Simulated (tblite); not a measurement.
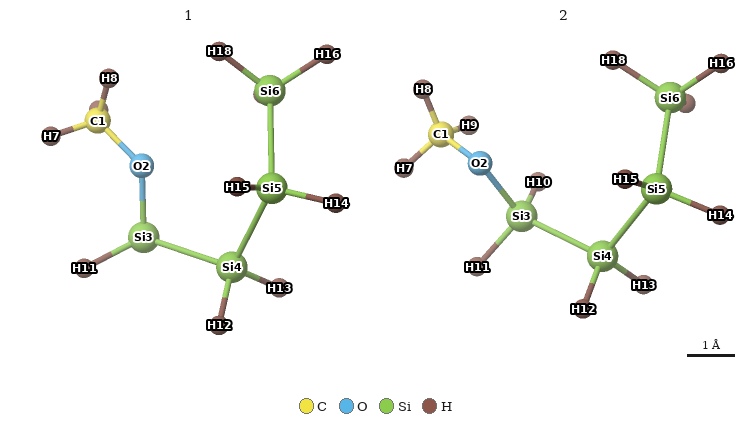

Two geometries of CH12OSi4, drawn at one scale. One is the start of a relaxation, the other its converged end. The picture is a ball-and-stick view, seen at a tilt.

Theory: tblite, GFN2-xTB geometry optimisation, gas phase. 

**Which one is relaxed?**

Structure 1 is the relaxed one. The atom that moves furthest after the best rigid fit is an H atom (1.35 Å). By element the largest moves are H 1.35 Å, O 0.98 Å, C 0.74 Å, Si 0.57 Å. Some distances before and after: Si–Si 2.207 → 2.328 Å, Si–Si 2.194 → 2.293 Å, O–Si 1.725 → 1.635 Å, Si–Si 2.232 → 2.314 Å. Among the angles between lasting bonds that change: C–O–Si 104.3° → 126.6°, O–Si–Si 114.2° → 96.7°, Si–Si–H 110.0° → 119.3°. Groups turn about Si–Si by about 45°, Si–Si by about 25°. Over 204 geometry steps the energy falls by 1.002 eV.
